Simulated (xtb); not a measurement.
C3H6SSi: frequency calculation (part 2 of 2)

The same run, continued: C3H6SSi; GFN1-xTB (xtb 6.7.1). The geometry was optimised with GFN1-xTB.

**The program's output, continued**
```
 ---------------------------------------------------------------------------
     1   6 C    3.997 --     7 H    0.987     6 H    0.986     2 C    0.985
                             8 H    0.981
     2   6 C    3.933 --     3 Si   1.021     1 C    0.985     4 C    0.905
                             9 H    0.901
     3  14 Si   4.222 --     4 C    1.086     2 C    1.021    11 H    0.918
                            10 H    0.917     5 S    0.179
     4   6 C    3.871 --     5 S    1.807     3 Si   1.086     2 C    0.905
     5  16 S    2.136 --     4 C    1.807     3 Si   0.179
     6   1 H    1.005 --     1 C    0.986
     7   1 H    1.007 --     1 C    0.987
     8   1 H    1.015 --     1 C    0.981
     9   1 H    1.004 --     2 C    0.901
    10   1 H    0.996 --     3 Si   0.917
    11   1 H    0.997 --     3 Si   0.918
 ---------------------------------------------------------------------------

Topologies differ in total number of bonds
Writing topology from bond orders to xtbtopo.mol

 dipole moment from electron density (au)
     X       Y       Z
   0.7403  -0.1819   0.6761  total (Debye):    2.590

           -------------------------------------------------
          |               Frequency Printout                |
           -------------------------------------------------
 projected vibrational frequencies (cm⁻¹)
eigval :       -0.00    -0.00     0.00     0.00     0.00     0.00
Molecule has no symmetry elements
It seems to be the C1 point group
eigval :       95.78   140.68   182.69   205.01   380.29   457.71
eigval :      512.02   551.66   552.34   615.19   736.18   825.61
eigval :      872.10   961.04  1056.75  1123.31  1230.27  1281.07
eigval :     1383.17  1471.01  1477.33  2236.59  2241.80  2902.80
eigval :     3018.88  3059.02  3077.71
 reduced masses (amu)
   1: 17.38   2: 20.86   3: 21.90   4: 22.42   5: 21.77   6: 24.04   7:  8.74   8:  8.34
   9: 14.03  10: 11.01  11: 11.21  12:  6.52  13:  8.10  14:  8.33  15: 13.03  16: 17.08
  17: 11.65  18:  3.14  19:  2.93  20:  2.41  21:  5.12  22:  8.62  23:  6.65  24: 14.47
  25:  3.08  26:  1.53  27:  1.54  28:  1.63  29:  2.16  30:  1.79  31:  1.34  32:  1.91
  33:  2.00
 IR intensities (km·mol⁻¹)
   1:  0.06   2:  0.04   3:  0.95   4:  0.34   5:  0.22   6:  0.72   7:  3.22   8:  2.60
   9:  0.81  10:  2.05  11: 27.97  12:140.56  13:  7.15  14: 73.38  15: 97.74  16:143.73
  17:109.55  18:334.30  19: 87.13  20:  6.79  21:  1.64  22: 17.58  23: 12.29  24: 10.37
  25:  8.04  26:  9.82  27: 10.02  28:145.49  29:355.12  30:  9.35  31: 21.90  32: 14.52
  33: 17.32
 Raman intensities (Ä⁴*amu⁻¹)
   1:  0.00   2:  0.00   3:  0.00   4:  0.00   5:  0.00   6:  0.00   7:  0.00   8:  0.00
   9:  0.00  10:  0.00  11:  0.00  12:  0.00  13:  0.00  14:  0.00  15:  0.00  16:  0.00
  17:  0.00  18:  0.00  19:  0.00  20:  0.00  21:  0.00  22:  0.00  23:  0.00  24:  0.00
  25:  0.00  26:  0.00  27:  0.00  28:  0.00  29:  0.00  30:  0.00  31:  0.00  32:  0.00
  33:  0.00
 output can be read by thermo (or use thermo option).
 writing <g98.out> molden fake output.
 recommended (thermochemical) frequency scaling factor: 1.0
           -------------------------------------------------
          |             Thermodynamic Functions             |
           -------------------------------------------------

c1  symmetry found (for desy threshold:  0.10E-01) used in thermo

          ...................................................
          :                      SETUP                      :
          :.................................................:
          :  # frequencies                          27      :
          :  # imaginary freq.                       0      :
          :  linear?                             false      :
          :  only rotor calc.                    false      :
          :  symmetry                               c1      :
          :  rotational number                       1      :
          :  scaling factor                  1.0000000      :
          :  rotor cutoff                   50.0000000 cm⁻¹ :
          :  imag. cutoff                  -20.0000000 cm⁻¹ :
          :.................................................:

    mode    ω/cm⁻¹     T·S(HO)/kcal·mol⁻¹    T·S(FR)/kcal·mol⁻¹   T·S(vib)
   ------------------------------------------------------------------------
       1     95.78    -1.05496 ( 93.09%)    -0.86373 (  6.91%)    -1.04174
       2    140.68    -0.83319 ( 98.43%)    -0.74992 (  1.57%)    -0.83189
       3    182.69    -0.68596 ( 99.44%)    -0.67256 (  0.56%)    -0.68589
       4    205.01    -0.62244 ( 99.65%)    -0.63843 (  0.35%)    -0.62249
   ------------------------------------------------------------------------

   temp. (K)  partition function   enthalpy   heat capacity  entropy
                                   cal/mol     cal/K/mol   cal/K/mol   J/K/mol
 298.15  VIB   29.0                 2664.214     18.364     15.580
         ROT  0.209E+06              888.752      2.981     27.323
         INT  0.606E+07             3552.966     21.345     42.902
         TR   0.100E+28             1481.254      4.968     39.766
         TOT                        5034.2203    26.3131    82.6680   345.8830

       T/K    H(0)-H(T)+PV         H(T)/Eh          T*S/Eh         G(T)/Eh
   ------------------------------------------------------------------------
    298.15    0.802254E-02    0.824002E-01    0.392782E-01    0.431220E-01
   ------------------------------------------------------------------------

         :::::::::::::::::::::::::::::::::::::::::::::::::::::
         ::                  THERMODYNAMIC                  ::
         :::::::::::::::::::::::::::::::::::::::::::::::::::::
         :: total free energy         -14.979492810786 Eh   ::
         ::.................................................::
         :: total energy              -15.022614796046 Eh   ::
         :: zero point energy           0.074377685173 Eh   ::
         :: G(RRHO) w/o ZPVE           -0.031255699913 Eh   ::
         :: G(RRHO) contrib.            0.043121985260 Eh   ::
         :::::::::::::::::::::::::::::::::::::::::::::::::::::

           -------------------------------------------------
          | TOTAL ENERGY              -15.022614796046 Eh   |
          | TOTAL ENTHALPY            -14.940214570096 Eh   |
          | TOTAL FREE ENERGY         -14.979492810786 Eh   |
          | GRADIENT NORM               0.000066668137 Eh/α |
          | HOMO-LUMO GAP               1.368005362016 eV   |
           -------------------------------------------------

------------------------------------------------------------------------
------------------------------------------------------------------------
 total:
 *  cpu-time:     0 d,  0 h,  0 min,  0.797 sec
 * ratio c/w:     1.000 speedup
 SCF:
 *  cpu-time:     0 d,  0 h,  0 min,  0.013 sec
 * ratio c/w:     1.000 speedup
 analytical hessian:
 *  cpu-time:     0 d,  0 h,  0 min,  0.772 sec
 * ratio c/w:     1.000 speedup
```

**File vibspectrum**
```
$vibrational spectrum
#  mode     symmetry     wave number   IR intensity    selection rules
#                         cm**(-1)      (km*mol⁻¹)        IR
     1                      -0.00         0.00000          -
     2                      -0.00         0.00000          -
     3                       0.00         0.00000          -
     4                       0.00         0.00000          -
     5                       0.00         0.00000          -
     6                       0.00         0.00000          -
     7        a             95.78         3.21843         YES
     8        a            140.68         2.59849         YES
     9        a            182.69         0.80713         YES
    10        a            205.01         2.04503         YES
    11        a            380.29        27.96755         YES
    12        a            457.71       140.55796         YES
    13        a            512.02         7.14967         YES
    14        a            551.66        73.37661         YES
    15        a            552.34        97.73884         YES
    16        a            615.19       143.72601         YES
    17        a            736.18       109.54953         YES
    18        a            825.61       334.29716         YES
    19        a            872.10        87.12975         YES
    20        a            961.04         6.78693         YES
    21        a           1056.75         1.63623         YES
    22        a           1123.31        17.57520         YES
    23        a           1230.27        12.28563         YES
    24        a           1281.07        10.37208         YES
    25        a           1383.17         8.04258         YES
    26        a           1471.01         9.82006         YES
    27        a           1477.33        10.02037         YES
    28        a           2236.59       145.49376         YES
    29        a           2241.80       355.11782         YES
    30        a           2902.80         9.35399         YES
    31        a           3018.88        21.89949         YES
    32        a           3059.02        14.51863         YES
    33        a           3077.71        17.32081         YES
$end
```

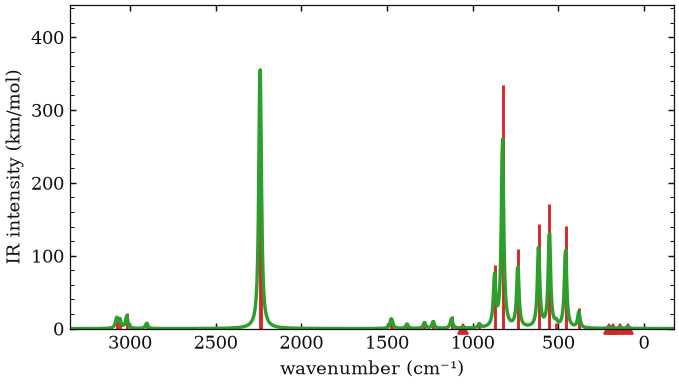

*Harmonic infrared spectrum, unscaled: sticks (degenerate modes added up, dark ones marked on the axis) with a Lorentzian envelope of 16 cm⁻¹ full width, scaled to the tallest stick.*

27 modes from 96 to 3078 cm⁻¹, none imaginary. The strongest line is at 2242 cm⁻¹ (355 km/mol).

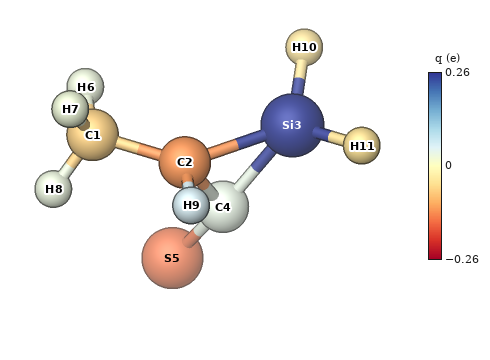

*Mulliken charges, as the colour of each atom (ball-and-stick view, seen at a tilt; atoms are numbered from 1 in the order of the input).*

By element: C −0.12 to +0.04, Si +0.25, S −0.15 and H −0.05 to +0.06 e.

The run was set up as follows.

**Input (input.xyz)**
```
11
start
C     -1.249253     0.227000     0.832839
C     -0.036066    -0.442751     0.188396
Si     1.736430     0.004740    -0.291262
C      0.219996    -0.072011    -1.320239
S     -0.865436     0.428649    -2.417029
H     -1.122612     1.309764     0.864979
H     -1.392678    -0.140185     1.849057
H     -2.146062     0.006322     0.248343
H     -0.146083    -1.535282     0.274482
H      2.315139     1.295454     0.005633
H      2.686623    -1.081709    -0.235200
```

**File xcontrol**
```
$symmetry
   desy=0.01
$end
```

Launched with:
```bash
xtb input.xyz --gfn 1 --chrg 0 --hess -I xcontrol -P 1 > input.out 2> xtb.err
```

**Summary**

| quantity | value |
| --- | --- |
| outcome | converged |
| electrons treated | 28 |
| total energy | −15.022615 hartree |
| dispersion energy | −0.004522 hartree |
| basis functions | 44 |
| HOMO | −9.98 eV |
| LUMO | −8.61 eV |
| zero-point energy | 0.074378 hartree |
| dipole moment | 2.59 D |
| wavenumbers, lowest and highest | 96 and 3078 cm⁻¹ |
| hardware | 1 thread of Intel Xeon @ 2.70GHz, 189 GiB of memory available, shared host |
| wall time | 0.83 s |
| peak memory | 0.073 GiB |

Settings chosen away from the usual ones: method = gfn1-xtb; task = frequencies; x = {"symmetry_threshold": 0.01}; geo = {"prev": "A"}.
